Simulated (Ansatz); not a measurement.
Computed energy against volume: Pd (fcc, Cu type)

Pd (fcc, Cu type)

```cif
data_Pd4
_chemical_formula_sum 'Pd4'
_space_group_name_H-M_alt 'Fm-3m'
_space_group_IT_number 225
_space_group_name_Hall '-F 4 2 3'
_cell_length_a 3.91144
_cell_length_b 3.91144
_cell_length_c 3.91144
_cell_angle_alpha 90.000
_cell_angle_beta 90.000
_cell_angle_gamma 90.000
loop_
_atom_site_label
_atom_site_type_symbol
_atom_site_symmetry_multiplicity
_atom_site_Wyckoff_symbol
_atom_site_fract_x
_atom_site_fract_y
_atom_site_fract_z
_atom_site_occupancy
Pd1 Pd 4 a 0.00000 0.00000 0.00000 1
```
(The calculation used a cell of 1 atom; values per cell refer to that cell.)

This relaxed cell (volume V₀) is scaled evenly in all directions, its shape held. Symmetry pins the atoms to their sites.

These are r2SCAN (plane waves to 500 eV, PAW, scalar-relativistic; Ansatz, a quantum-chemistry and plane-wave program) values and carry that method's errors. k mesh 20×20×20 (Γ-centred), Fermi-Dirac smearing 0.05 eV. E stands for the smeared free energy. Pd is run without spin polarisation. Pd was relaxed with its symmetry unable to fall. The PAW data are Ansatz's earlier set. The zero of ΔE is the relaxed starting cell.

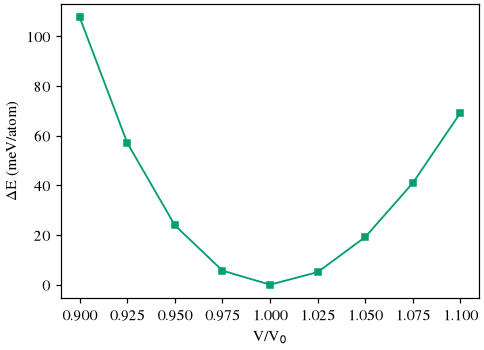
Figure: ΔE (meV/atom) against V/V₀; markers are the computed points, lines only join them.

The bulk modulus B₀ (third-order Birch-Murnaghan fit) comes out as 183 GPa and the pressure derivative B₀′ (fit) is 5.6. The energy cost of the largest expansion comes out as 69 meV/atom. The pressure at the smallest volume is 25.9 GPa and the pressure for 5 % compression (fit) comes out as 10.8 GPa.

Check by three points about V = 14.961 Å³/atom, step 0.748: d²E/dV² ≈ (24 − 2·0 + 19) meV / 0.748² = 0.0768 eV/Å⁶, and V·d²E/dV² × 160.2 = 184 GPa.

(A scan under strain: stresses follow from slopes of the energy per volume, elastic moduli from its curvatures.)
